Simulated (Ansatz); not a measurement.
**VMoO4: density, localisation and related maps**

```yaml
crystal:
  lattice:
    - [4.70554, 0.00000, 0.00000]
    - [0.20380, 0.11566, -4.88132]
    - [0.71942, 5.80065, 0.00000]
  atoms:
    - { symbol: Mo, position: [0.02109, 0.74599, 0.17346] }
    - { symbol: Mo, position: [0.97891, 0.25401, 0.82654] }
    - { symbol: V, position: [0.49560, 0.75440, 0.65960] }
    - { symbol: V, position: [0.50440, 0.24560, 0.34040] }
    - { symbol: O, position: [0.25100, 0.57400, 0.35430] }
    - { symbol: O, position: [0.74900, 0.42600, 0.64570] }
    - { symbol: O, position: [0.21700, 0.57000, 0.88250] }
    - { symbol: O, position: [0.78300, 0.43000, 0.11750] }
    - { symbol: O, position: [0.73400, 0.90400, 0.38030] }
    - { symbol: O, position: [0.26600, 0.09600, 0.61970] }
    - { symbol: O, position: [0.78300, 0.94700, 0.90750] }
    - { symbol: O, position: [0.21700, 0.05300, 0.09250] }
```

Space group P-1; built by placing these elements on a known structure type; not relaxed (largest force 1.9 eV/Å); computed pressure about 13 GPa in this cell; not the lowest SCF solution found, which lies 4 meV/atom lower; Hubbard U of 1.52 eV on Mo d and 5.09 eV on V d only; the program warned that a starting moment wasn't kept; spin-polarised.

These are results of DFT, PAW plane waves, PBE+U in Ansatz, not measurements.

In a PAW calculation such maps are meaningful between the atoms, not at the nuclei.

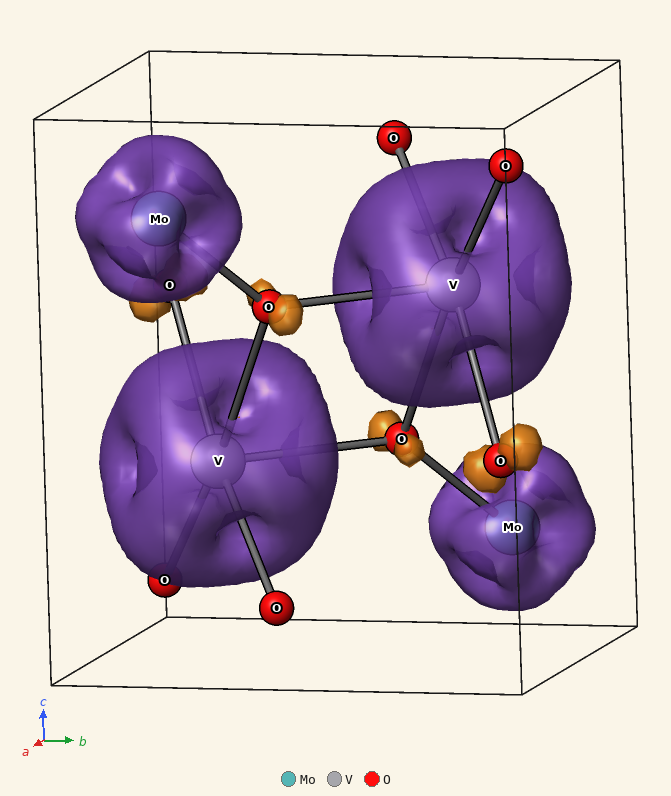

Figure 1. Isosurfaces of the magnetisation density (up minus down) at +0.06 (orange) and −0.06 e/Å³ (purple), seen slightly off an axis. Sticks mark near contacts.

**Describe the spin distribution.**

The spin density sits on V: −2.0 μB (×2) in one cell of 12 atoms, with smaller moments on Mo (up to −0.16 μB): parallel main moments (a ferromagnetic arrangement) in this solution. The cell of the calculation (12 atoms) carries 6.0 μB of net spin moment.

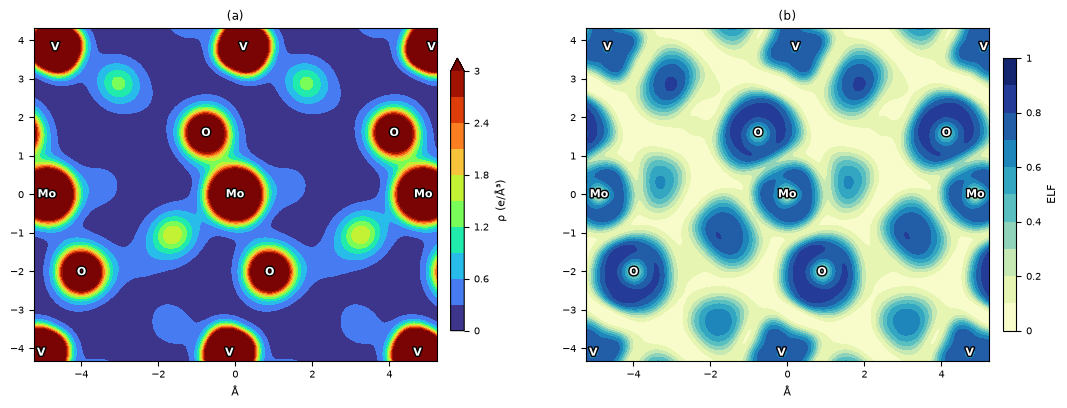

Figure 2. (a) valence charge density (pseudo); (b) electron localisation function on the (101̄) plane of the conventional cell.

**Interpret the plot.**

The plane passes through Mo, V and O nuclei.
Atoms just off the plane (O, 0.6 Å away) can leave unmarked features too.
Mo–O (1.77 Å): ρ is about 1.5 e/Å³ halfway; the ELF peaks at about 0.75 in the valence shell of O, 0.5 Å from its nucleus, and drops to about 0.30 between the two atoms.
Between the atoms the lowest density in this plane is 0.04 e/Å³.
The features right at Mo and V lie inside the PAW spheres, where the map follows smoothed inner orbitals and isn't to be read closely.

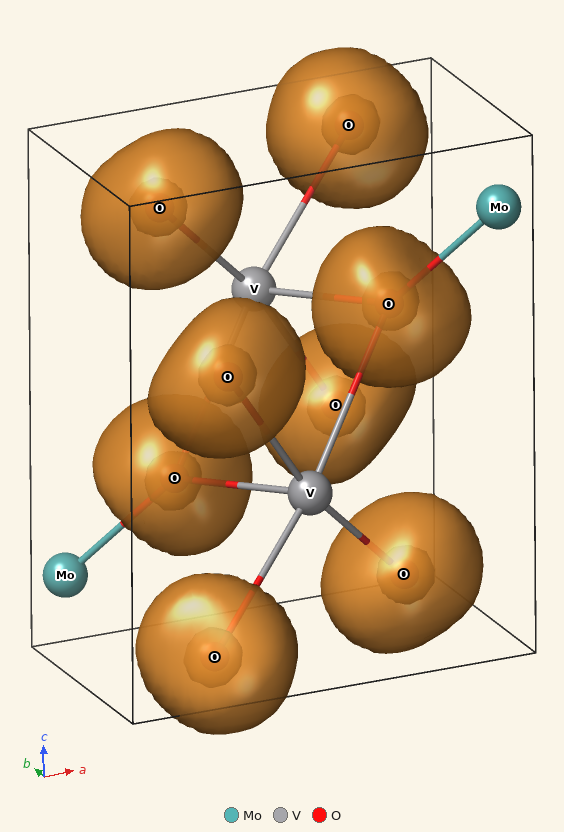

Figure 3. Isosurface of the ELF at 0.65 (orange), seen slightly off an axis. Core shells and regions of very low density are left out. Sticks mark near contacts.

**Describe the localisation domains.**

At this value the surface marks out eight regions wrapped around O (the valence shell of each), counted in one cell of 12 atoms. Any copies at cell faces, edges or corners count once.


 V–O (1.96 Å): the ELF peaks at about 0.85 in the valence shell of O, 0.6 Å from its nucleus, and is about 0.10 at the midpoint (no shared electron pair shows on this line).

**How much charge does the calculation move between the atoms?**

Electrons move from Mo and V towards O. Bader charges: Mo +2.69, V +1.67 and O −1.14 to −1.04 e.
